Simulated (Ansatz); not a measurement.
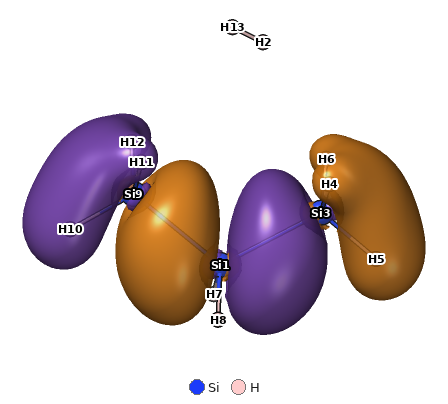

Figure 1: H8Si3···H2. The HOMO at ±0.06 Å⁻³ᐟ² (orange and purple are the two phases), seen across its widest extent.

The calculation used Ansatz, RKS PBE/6-31G*.

```xyz
13

Si   -0.6953   -0.0638   -1.2541
H     0.9130    0.7467    3.0758
Si    1.5391   -0.0441   -0.5170
H     1.8410   -1.2982    0.2517
H     2.4934    0.0429   -1.6729
H     1.7864    1.1292    0.3878
H    -0.9761    1.1885   -2.0403
H    -0.8988   -1.2280   -2.1863
Si   -2.2150   -0.2248    0.5355
H    -3.6287   -0.3336    0.0386
H    -1.9121   -1.4389    1.3673
H    -2.1159    0.9861    1.4195
H     0.3479    0.5379    3.5242
```

> Describe this orbital and give its energy.

Its weight (Hirshfeld) is mainly on Si1 (about 35 %), Si9 (about 25 %) and Si3 (about 25 %). Its energy is −6.95 eV.
